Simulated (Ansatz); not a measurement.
# AlBH₂ (singlet): trial inputs and their diagnosis at scale of all distances = 1.762

3 inputs are run for AlBH₂ (singlet) as typed; the log has to tell whether the result can be used and what must change.

The runs use Ansatz 0.2.0, Gaussian basis; the settings change from run to run.

10 further runs of the same task are left out: 8 that didn't finish, 2 set aside as unsound or not needed.

## (1) What is computed

The geometry derives from a PBE0/def2-TZVP stationary point (not a proven minimum). All distances are scaled together.

4 atoms, charge 0, spin multiplicity 1.

Atoms are counted from 1 here; the program's logs count them from 0.

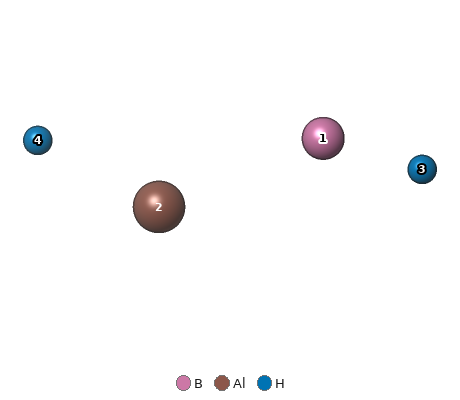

The structure; boron pink, aluminium brown, hydrogen blue; atoms are numbered from 1 in the order of the file.

## (2) Try 1

Input file in.yaml:

```yaml
crystal:
  periodic: [false, false, false]
  atoms:
    - {symbol: B, position_ang: [0.000000, -0.416854, 2.515021]}
    - {symbol: Al, position_ang: [0.000000, 0.204984, -1.051969]}
    - {symbol: H, position_ang: [0.000000, 0.646266, 4.336946]}
    - {symbol: H, position_ang: [0.000000, -1.662359, -3.152507]}
basis:
  gaussian: {orbitals: 6-31G, point_charges: [{charge: -0.50, position_ang: [4.987, 0.415, 0.983]}]}
correlation: {method: fic_mrcisd_q_relaxed, electrons: outside_noble_gas, active_space: {window: {electrons: 4, orbitals: 2}, states: [{multiplicity: 1, weights: [1, 1]}], root: 0}}
```

The run is started by

```bash
$ ansatz run in.yaml --threads 1 --pin off --events-out ev --progress --plain --max-ram 2393MiB
```

What it wrote:

```text
Functional definition: HF
  name "HF"
  cite "Fock, Z. Phys. 61, 126 (1930) doi:10.1007/BF01340294"
  parent pbe
  exchange = exact_x
  correlation = 0
548 factors; integrals over basis functions are off by at most 1.4e-7 eV
mean field evaluation 1: about -7273.0422 eV, gradient 1.6e1 eV
mean field evaluation 2: about -7273.0430 eV, gradient 1.6e1 eV
mean field evaluation 4: about -7275.7321 eV, gradient 1.0e0 eV
mean field evaluation 8: about -7275.7442 eV, gradient 1.0e-3 eV
mean field evaluation 16: about -7258.4927 eV, gradient 1.3e1 eV
mean field -7275.74417604 eV, -267.3786667931 hartree, gradient 5.2e-6 eV, S^2 0.000000; 2 other end points of the search recorded, 0 dependent functions left out; unrestricted orbitals would lower it
reference -7275.74417604 eV, -267.3786667931 hartree; 10, 10 occupied and 16, 16 virtual orbitals, 548 factors
Error: 2 states are sought, and the space of determinants holds 1 states of this symmetry and spin
```

Wall time 0.24 s (1 thread of Arm Neoverse V1, shared host).

**Diagnosis.** The run stopped with an error. It says: «2 states are sought, and the space of determinants holds 1 states of this symmetry and spin». Cure: ask for fewer states or enlarge the space.

## (3) Try 2

Input file in.yaml:

```yaml
crystal:
  periodic: [false, false, false]
  atoms:
    - {symbol: B, position_ang: [0.000000, -0.416854, 2.515021]}
    - {symbol: Al, position_ang: [0.000000, 0.204984, -1.051969]}
    - {symbol: H, position_ang: [0.000000, 0.646266, 4.336946]}
    - {symbol: H, position_ang: [0.000000, -1.662359, -3.152507]}
basis:
  gaussian: {orbitals: 6-31G}
magnetization: {spin_polarized: false}
correlation: {method: afqmc, electrons: outside_noble_gas}
```

Same command.

What it wrote:

```text
Error: YAML parse error: error: line 11 column 23: unknown variant `afqmc`, expected one of mp2, rpa, ccsd, ccsd_t, bccd, bccd_t, ccsdt, ccsdt_q, ccsdt_q_b, ccsdtq, fci, sc_nevpt2, fic_nevpt4_sd, fic_mrcisd_q, fic_mrcisd_q_relaxed
  --> <input>:11:23
   |
 9 |   gaussian: {orbitals: 6-31G}
10 | magnetization: {spin_polarized: false}
11 | correlation: {method: afqmc, electrons: outside_noble_gas}
   |                       ^ unknown variant `afqmc`, expected one of mp2, rpa, ccsd, ccsd_t, bccd, bccd_t, ccsdt, ccsdt_q, ccsdt_q_b, ccsdtq, fci, sc_nevpt2, fic_nevpt4_sd, fic_mrcisd_q, fic_mrcisd_q_relaxed
```

Run time: 0.03 s. Hardware: 1 thread of Arm Neoverse V1, shared host.

**Diagnosis.** The run was refused. The method's name isn't one that the program knows. To mend it, name one from the list in the message.

## (4) Try 3

Input file in.yaml:

```yaml
crystal:
  periodic: [false, false, false]
  atoms:
    - {symbol: B, position_ang: [0.000000, -0.416854, 2.515021]}
    - {symbol: Al, position_ang: [0.000000, 0.204984, -1.051969]}
    - {symbol: H, position_ang: [0.000000, 0.646266, 4.336946]}
    - {symbol: H, position_ang: [0.000000, -1.662359, -3.152507]}
basis:
  gaussian: {orbitals: aug-cc-pVTZ}
magnetization: {spin_polarized: false}
correlation: {method: ccsdtq, electrons: all}
```

Launched as before.

What it wrote:

```text
Functional definition: HF
  name "HF"
  cite "Fock, Z. Phys. 61, 126 (1930) doi:10.1007/BF01340294"
  parent pbe
  exchange = exact_x
  correlation = 0
1674 factors; integrals over basis functions are off by at most 1.8e-7 eV
mean field evaluation 1: about -7274.5643 eV, gradient 1.5e1 eV
mean field evaluation 2: about -7274.5646 eV, gradient 1.5e1 eV
mean field evaluation 4: about -7276.7564 eV, gradient 1.6e0 eV
mean field evaluation 8: about -7276.7893 eV, gradient 8.1e-2 eV
mean field evaluation 16: about -7276.6196 eV, gradient 5.0e0 eV
mean field evaluation 32: about -7276.7895 eV, gradient 1.5e-6 eV
mean field evaluation 64: about -7262.6341 eV, gradient 9.1e0 eV
mean field -7276.78952827 eV, -267.4170827789 hartree, gradient 1.5e-6 eV, S^2 0.000000; 1 other end points of the search recorded, 0 dependent functions left out; unrestricted orbitals would lower it
reference -7276.78952827 eV, -267.4170827789 hartree; 10, 10 occupied and 132, 132 virtual orbitals, 1674 factors
Error: with its amplitudes the run needs 3852.13 GiB of memory by its plan, which may be too low or too high, and 2.33 GiB are given
refused for memory
```

It took 5.5 s on 1 thread of Arm Neoverse V1, shared host; peak memory 0.29 GiB.

**Diagnosis.** The run was refused for memory. The method is too large for the memory allowed. To mend it, freeze cores, shrink the basis or take a lower level.

## (5) Summary

| try | level | ended | cause | time |
| --- | --- | --- | --- | --- |
| 1 | MRCISD+Q(relaxed)(4,2)/6-31G | stopped by an error | 2 states are sought, and the space of determinants holds 1 states of this symmetry and spin | 0.24 s |
| 2 | 'afqmc'/6-31G | refused | the method's name isn't one that the program knows | 0.03 s |
| 3 | CCSDTQ on RHF/aug-cc-pVTZ | out of memory | the method is too large for the memory allowed | 5.5 s |

1 stopped by an error, 1 refused, 1 out of memory.
